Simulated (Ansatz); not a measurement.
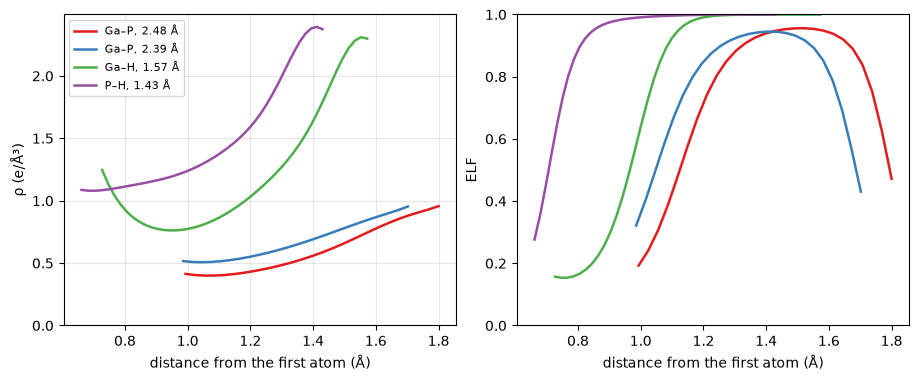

Ga$_{4}$H$_{14}$P$_{4}$. Total electron density and ELF along straight lines between neighbouring atoms. The curves leave out the atomic cores.

Geometry: PBE-D4/def2-SVP.

These are results of RKS PBE0-D4/def2-TZVP (Ansatz), not measurements.

Input

```
crystal:
  periodic: [false, false, false]
  atoms:
    - {symbol: Ga, position_ang: [-2.030152, -1.165417, -1.370271]}
    - {symbol: P, position_ang: [-1.833039, -1.059710, 1.102549]}
    - {symbol: Ga, position_ang: [2.021254, -1.176919, -1.374677]}
    - {symbol: P, position_ang: [-0.001733, -0.004481, -1.892636]}
    - {symbol: P, position_ang: [1.838987, -1.056663, 1.098582]}
    - {symbol: Ga, position_ang: [0.003327, 0.005253, 2.198296]}
    - {symbol: Ga, position_ang: [0.003255, 2.335042, -1.380961]}
    - {symbol: P, position_ang: [-0.000589, 2.123109, 1.093026]}
    - {symbol: H, position_ang: [-1.914748, -2.708964, -1.680694]}
    - {symbol: H, position_ang: [-3.300911, -0.278782, -1.672841]}
    - {symbol: H, position_ang: [-1.916146, -2.356267, 1.699558]}
    - {symbol: H, position_ang: [-3.000328, -0.496137, 1.706082]}
    - {symbol: H, position_ang: [1.891315, -2.721499, -1.674273]}
    - {symbol: H, position_ang: [3.297280, -0.302830, -1.690824]}
    - {symbol: H, position_ang: [-0.003273, -0.008021, -3.325569]}
    - {symbol: H, position_ang: [1.931708, -2.349522, 1.702157]}
    - {symbol: H, position_ang: [3.006889, -0.484215, 1.692516]}
    - {symbol: H, position_ang: [0.004817, 0.008528, 3.770721]}
    - {symbol: H, position_ang: [-1.393630, 3.001411, -1.692239]}
    - {symbol: H, position_ang: [1.404082, 2.994979, -1.688418]}
    - {symbol: H, position_ang: [-1.080697, 2.846930, 1.687912]}
    - {symbol: H, position_ang: [1.072332, 2.854178, 1.692004]}
basis:
  gaussian: {orbitals: def2-TZVP, fitting: {mean_field: def2-universal-jkfit}, initial_orbitals: start.molden}
hamiltonian: {xc: pbe0, dispersion: d4}
scf: {omitted_lower_state_checks: [starts]}
output: {orbitals: {seedname: orbitals}}
```

Command:

```sh
ansatz run in.yaml --threads 2 --pin off --events-out ev --progress --plain --max-ram 22528MiB --backend cuda --devices 0, --max-vram 18GiB
```

Question: Compare the contacts.

Answer: Ga–P (2.48 Å): ρ at the midpoint is about 0.45 e/Å³, with its minimum of 0.4 e/Å³ about 1.1 Å from Ga; the ELF peaks at about 0.95 between the atoms; localised, covalent bonding.
Ga–P (2.39 Å): ρ at the midpoint is about 0.55 e/Å³; the ELF peaks at about 0.95 between the atoms, as expected for localised, covalent bonding.
Ga–H (1.57 Å): the density is about 0.97 e/Å³ at the midpoint; the ELF climbs to about 1 towards the hydrogen.
P–H (1.43 Å): the density is about 1.1 e/Å³ at the midpoint; the ELF climbs to about 1 towards the hydrogen.
